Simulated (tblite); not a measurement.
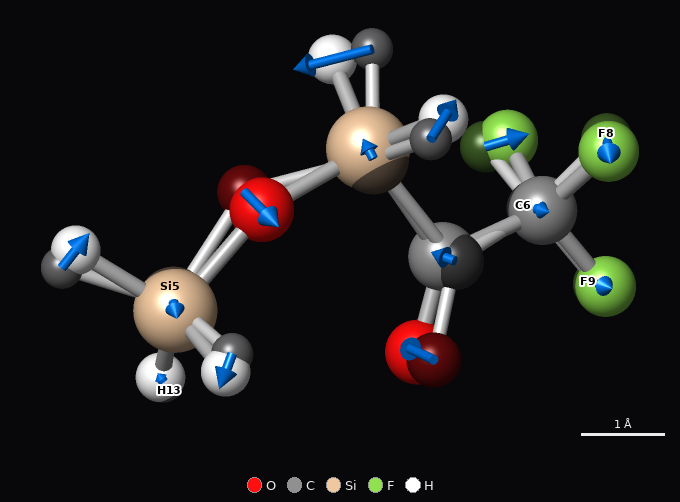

A relaxation of C$_{2}$H$_{5}$F$_{3}$O$_{2}$Si$_{2}$. The starting structure is drawn faded, the final one solid; blue arrows show the displacements, 2 times their true length. The two geometries are superimposed by the best rigid fit.

A ball-and-stick model, seen from a free direction.

Method: GFN2-xTB geometry optimisation, gas phase (tblite 0.8.0). 

Q: What did the optimiser do to the structure, and how much energy did it gain?

A: After 95 geometry steps the energy has fallen by 10.7 kcal/mol. The largest move after the best rigid fit is that of an H atom, 0.54 Å. By element the largest moves are H 0.54 Å, O 0.42 Å, F 0.28 Å, C 0.18 Å, Si 0.14 Å. Near-neighbour distances that change, for instance: O–Si 1.643 → 1.597 Å, C–C 1.499 → 1.544 Å, C–Si 1.883 → 1.925 Å, H–Si 1.494 → 1.459 Å. Among the angles between lasting bonds that change: Si–O–Si 138.6° → 159.2°, H–Si–H 105.1° → 117.0°, C–Si–O 116.3° → 105.9°. Groups turn about O–Si by about 35°, O–Si by about 30°, C–Si by about 30°.
